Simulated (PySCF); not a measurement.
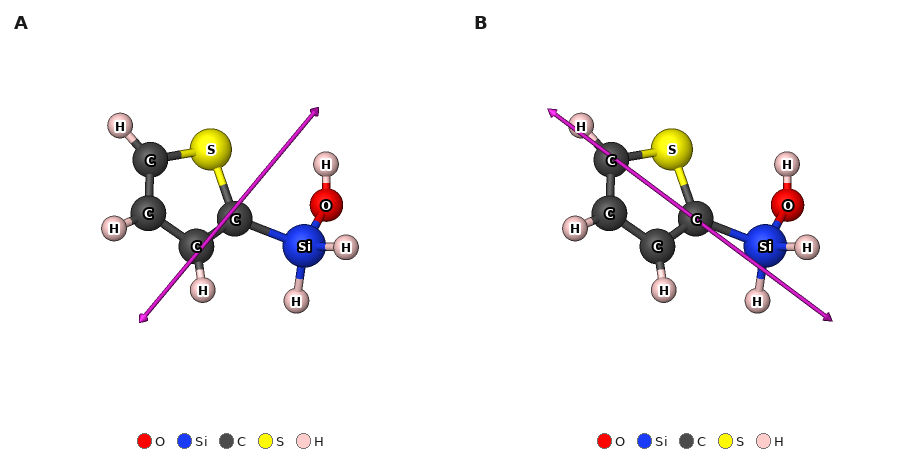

The double arrows show the directions of two transition dipoles from the ground state (lengths mean nothing). The computed structure is the end point of a GFN2-xTB optimisation. No frequency run is at hand to confirm it as a minimum. Level of theory: TDDFT PBE0/def2-SVPD, vertical, gas phase, core orbitals frozen in the response (PySCF 2.14.0).

### One belongs to singlet state 1 and one to singlet state 2. Which is which?

A: state 2, 5.75 eV (216 nm), oscillator strength 0.060, mainly HOMO−1 → LUMO (weight 0.69).
B: state 1, 5.60 eV (222 nm), oscillator strength 0.16, mainly HOMO → LUMO (weight 0.90).

The geometry is semi-empirical. Around Si such bond lengths and angles can be off by a tenth of an ångström or more and by several degrees, and values that hang on the shape move with them.
